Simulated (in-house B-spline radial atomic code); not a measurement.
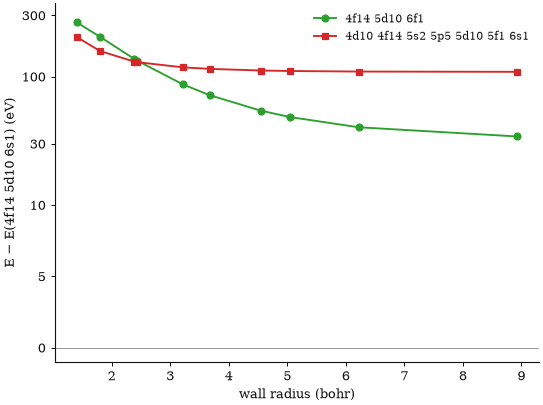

The Pb³⁺ ion in the configuration [Xe] 4f14 5d10 6s1. It is put inside a hard spherical wall of varying radius. Theory: Dirac-Coulomb LDA (Slater, VWN5), spherical fractional occupations, Fermi nucleus, hard spherical wall, basis-set limit (computed with an in-house B-spline radial code). The plot shows the energy of other fillings against the starting one at the same radius, on a scale that is linear within ±10 eV and logarithmic beyond.

Which of the fillings is lower at each radius?

Answer. Against 4f14 5d10 6s1: 4f14 5d10 6f1 lies 34.2 eV above it at 8.93 bohr and never crosses it, ending at 265.7 eV at 1.4 bohr; 4d10 4f14 5s2 5p5 5d10 5f1 6s1 lies 109.1 eV above it at 8.93 bohr and never crosses it, ending at 204.2 eV at 1.4 bohr. At the tightest wall the lowest of the fillings run is 4f14 5d10 6s1; others weren't tried.
